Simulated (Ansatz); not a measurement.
## Electronic structure of BFGaH₃ in real space

```xyz
6

B    -0.7392    0.4447   -0.7335
Ga    0.6236   -0.2478    0.6764
F     1.1465   -1.9120    0.3731
H    -1.9174    0.3071   -0.5839
H    -0.3794    0.9977   -1.7306
H     1.3079    0.3463    1.9523
```

Geometry: PBE0-D4/def2-TZVP.

Theory: Ansatz 0.2.0, RKS PBE0-D4/def2-TZVPP.

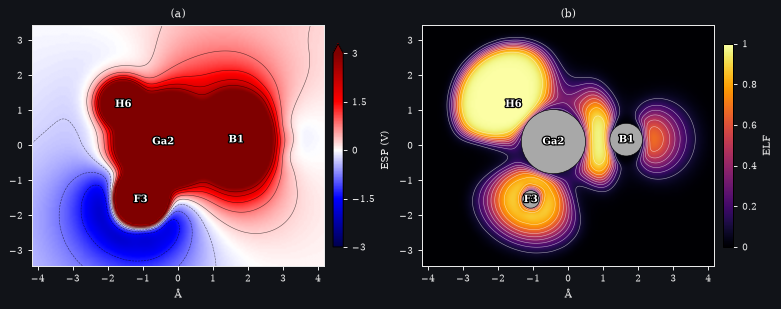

Figure 1. (a) molecular electrostatic potential; (b) ELF on the plane of atoms B1, Ga2 and H6. Grey discs cover the atomic cores in the ELF map.

Q: Interpret the plot.

A:
- Atoms in the plane: B, Ga, F and H.
- Ga–F (1.77 Å): the ELF peaks at about 0.85 in the valence shell of F, 0.5 Å from its nucleus, and is about 0.15 at the midpoint.
- Ga–B (2.08 Å): the ELF peaks at about 0.95 in the valence shell of B, 0.8 Å from its nucleus, and is about 0.75 at the midpoint.
- Ga–H (1.56 Å): the ELF climbs to about 1 towards the hydrogen.
- The ELF also peaks beside F3, away from the bonds: lone-pair regions.
- Outside the dense part of the molecule the potential is most negative (−1.9 V) near F3.

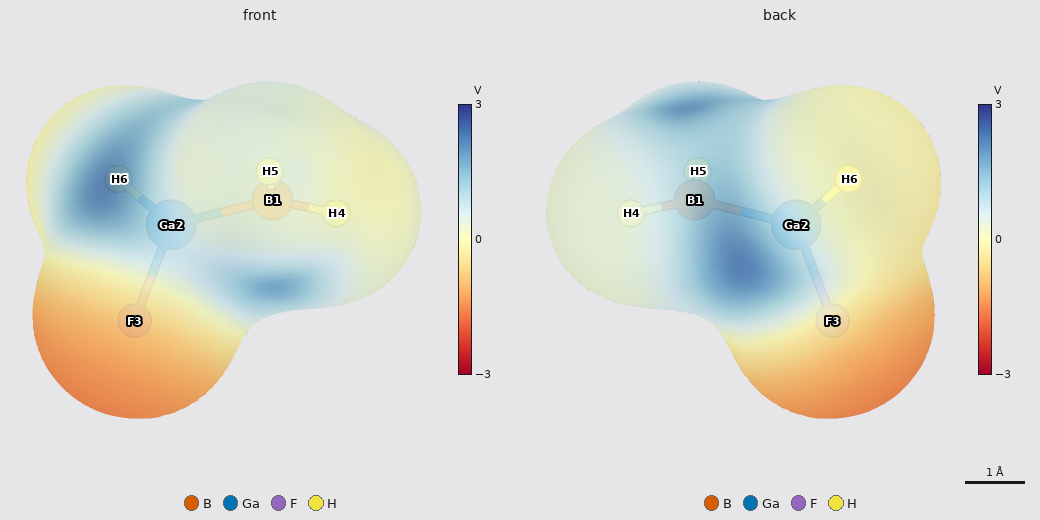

Figure 2. The molecular electrostatic potential painted on the density surface at 0.001 e/bohr³, seen from the front and from behind; red is negative and blue positive.

Q: Describe the electrostatic potential map.

A: The most negative region (about −1.5 V) lies over F3, the most positive (about +2.2 V) over Ga2.

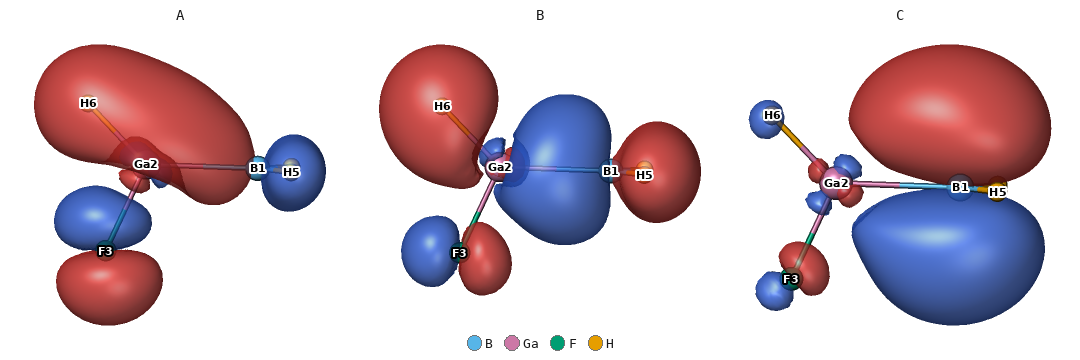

Figure 3. Three frontier orbitals at ±0.08 Å⁻³ᐟ² (blue and red are the two phases), in no order.

Q: Order the three orbitals by energy and name them.

A: A is the HOMO−1 (−10.11 eV). Its weight (Hirshfeld) is mainly on F3 (about 45 %), Ga2 (about 30 %), H6 (about 15 %) and B1 (about 10 %). B is the HOMO (−8.02 eV). By Hirshfeld shares it lies mainly on B1 (about 30 %), Ga2 (about 30 %), H6 (about 20 %) and F3 (about 10 %). C is the LUMO (−2.75 eV). It lies mainly on B1 (about 65 %), Ga2 (about 20 %), H4 (about 5 %) and H5 (about 5 %).

Q: What is the HOMO–LUMO gap?

A: 5.27 eV between the orbital energies.
